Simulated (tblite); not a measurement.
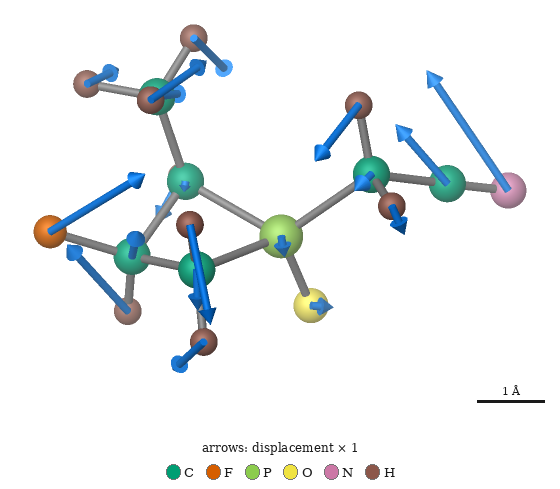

This is a relaxation of C6H9FNOP. The starting structure is drawn; blue arrows show the displacements, at their true length. The two geometries are superimposed by the best rigid fit.

A ball-and-stick model, seen face on.

All numbers below come from GFN2-xTB geometry optimisation, gas phase (tblite). 

What happened in the run?

The energy falls by 100.3 kJ/mol in 163 geometry steps. The largest move after the best rigid fit is that of the N atom, 2.26 Å. Largest moves by element: N 2.26 Å, F 2.10 Å, H 1.89 Å, C 1.27 Å, O 0.38 Å, P 0.35 Å. Among the contacts that change: C–P 1.769 → 1.865 Å, C–P 1.790 → 1.861 Å, O–P 1.512 → 1.461 Å, C–H 1.136 → 1.089 Å. Among the angles between lasting bonds that change: C–P–C 120.2° → 108.7°, C–P–O 110.7° → 122.0°, C–P–C 116.8° → 106.9°. Groups turn about C–C by about 60°, C–C by about 60°, C–P by about 55°.
